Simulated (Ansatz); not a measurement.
# SnSe2, carrier doping

Base system: SnSe$_{2}$ in the CdI2 type structure (space group P-3m1, No. 164; layered, stacked along the Cartesian z axis).

```
SnSe2
1.0
    3.82584     0.00000     0.00000
   -1.91292     3.31327     0.00000
    0.00000     0.00000     6.23092
Sn Se
1 2
Cartesian
  0.00000   0.00000   0.00000
  0.00000   2.20885   1.57605
  1.91292   1.10442   4.65488
```

Carriers are added at fixed cell with a uniform background; the Fermi–Dirac width is that of 300 K.

Calculations: r2SCAN+rVV10 (Ansatz, a first-principles code), no SOC.

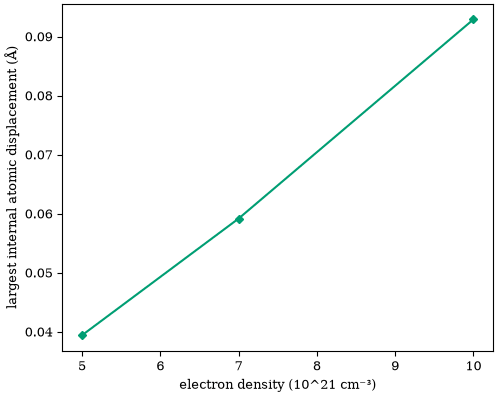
Fig. 1. Largest internal atomic displacement against electron density

**Question.** From the plot, what is the largest internal atomic displacement for electrons 1.0×10^22 cm⁻³?

**Answer.** About 0.093 Å.

**Question.** Is the trend monotonic over the range shown?

**Answer.** Yes, it rises throughout, spanning 0.039 Å to 0.093 Å.

Charged cell with a jellium background: band edges are those of the host's band count, energies are not comparable with the neutral cell, and many-body gap narrowing is missing. Stability against distortions was not tested.
